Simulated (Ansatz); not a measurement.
Input file:

```
crystal:
  periodic: [false, false, false]
  atoms:
    - {symbol: C, position_ang: [-0.039754, 0.509975, -1.632099]}
    - {symbol: O, position_ang: [0.194524, 0.268279, -0.265428]}
    - {symbol: Si, position_ang: [-0.650007, -0.865998, 0.604230]}
    - {symbol: N, position_ang: [0.126860, -0.617412, 2.101208]}
    - {symbol: H, position_ang: [-0.333492, 1.553216, -1.775211]}
    - {symbol: H, position_ang: [-0.832710, -0.132463, -2.035414]}
    - {symbol: H, position_ang: [0.876383, 0.326266, -2.199606]}
    - {symbol: H, position_ang: [-0.116784, -1.142713, 2.924571]}
    - {symbol: H, position_ang: [0.863479, 0.054350, 2.260648]}
basis:
  gaussian: {orbitals: def2-TZVPP}
hamiltonian: {xc: pbe0, dispersion: d4}
output: {orbitals: {seedname: orbitals}}
```

Command:

```sh
ansatz run in.yaml --threads 4 --pin off --events-out ev --progress --plain --max-ram 10444MiB
```

Geometry: PBE0-D4/def2-TZVP.

Method: RKS PBE0-D4/def2-TZVPP (Ansatz 0.2.0).

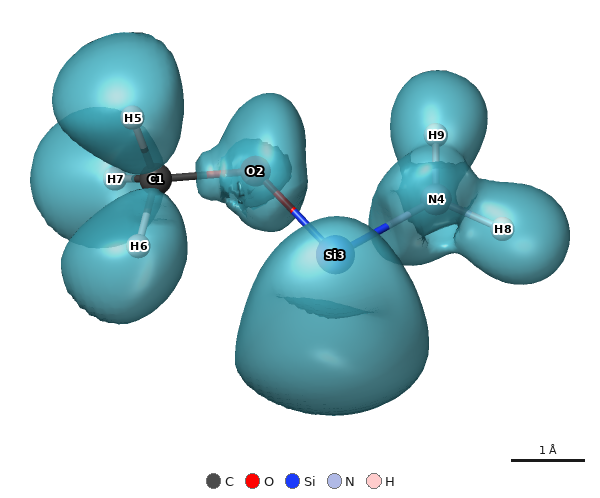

CH$_{5}$NOSi. Isosurface of the electron localisation function at 0.75 (cyan), seen at a tilt. Only the valence region is drawn (cores and ρ < 0.01 e/Å³ removed).

Q: What do the ELF domains correspond to?

A: The ELF exceeds this value in three regions around hydrogen nuclei, one region on O in which the atom's valence shell and bonds are merged, one lobe on Si, pointing away from the bonds (lone pairs) and one joined region spread over several atoms (H, N), in which their bonds and any lone pairs are merged. Profiles from the grid: C–O (1.41 Å): the ELF peaks at about 0.85 between the atoms (a shared but strongly polarised pair). Si–O (1.66 Å): the ELF peaks at about 0.85 between the atoms; a polar covalent bond.
